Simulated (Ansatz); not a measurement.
## Electronic structure of CH₇NSi in real space

```xyz
10

Si    0.1180    0.0344   -0.0308
H     0.3704   -0.0785    1.4471
H     1.4518    0.1685   -0.6843
N    -0.8015    1.4205   -0.5356
H    -1.7433    1.5330   -0.1763
H    -0.3312    2.3180   -0.5431
C    -0.7614   -1.5253   -0.5840
H    -1.7489   -1.6206   -0.1143
H    -0.9065   -1.5220   -1.6704
H    -0.1834   -2.4184   -0.3148
```

These are results of Ansatz 0.2.0, RKS r2SCAN/6-31G*, not measurements.

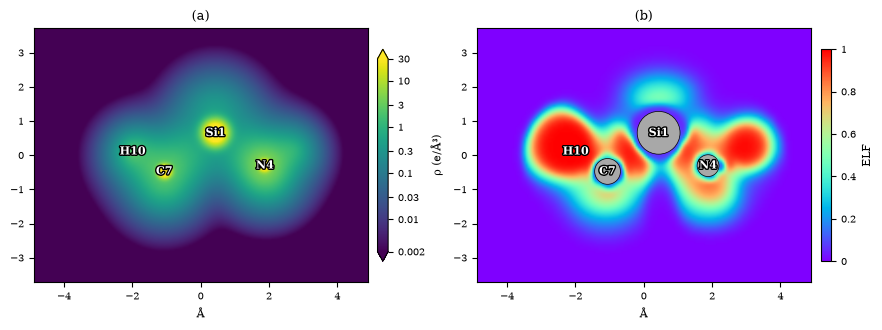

Figure 1. (a) total electron density; (b) ELF on the plane of atoms Si1, C7 and H10. Grey discs cover the atomic cores in the ELF map.

### Read the bonding off the picture.

- The section cuts through Si, N, C and H sites.
- Si–N (1.74 Å): ρ at the midpoint is about 1.1 e/Å³; the ELF peaks at about 0.90 between the atoms; a polar covalent bond.
- C–Si (1.87 Å): the density is about 0.95 e/Å³ at the midpoint; the ELF peaks at about 0.95 between the atoms, as expected for localised, covalent bonding.
- C–H (1.10 Å): the density is about 1.9 e/Å³ at the midpoint; the ELF climbs to about 1 towards the hydrogen, as it does in any bond to H: a covalent bond by its length.

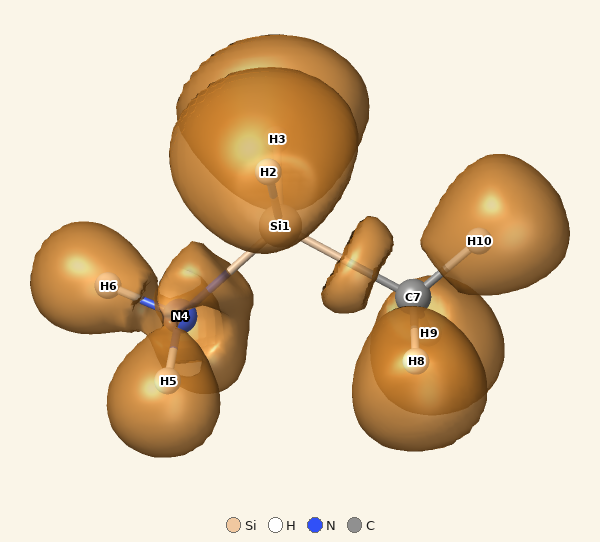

Figure 2. Isosurface of the electron localisation function at 0.8 (orange), seen across its widest extent. Core shells and regions of very low density are left out.

### Where are the electrons localised?

The surface consists of one region between bonded C–Si atoms (shared pairs), five regions around hydrogen nuclei and one joined region spread over several atoms (H, N), in which their bonds and any lone pairs are merged.

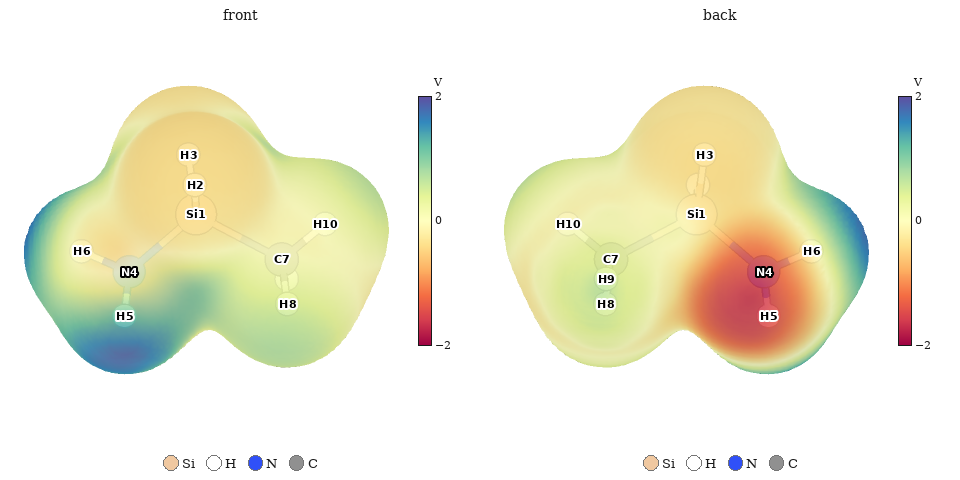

Figure 3. The molecular electrostatic potential painted on the density surface at 0.002 e/bohr³, seen from the front and from behind; red is negative and blue positive.

### Describe the electrostatic potential map.

The most negative region (about −1.6 V, or −37 kcal/mol for a unit charge) lies over N4, the most positive (about +1.7 V, or +39 kcal/mol for a unit charge) over H5 and H6. N4 is the likeliest acceptor of a hydrogen bond.
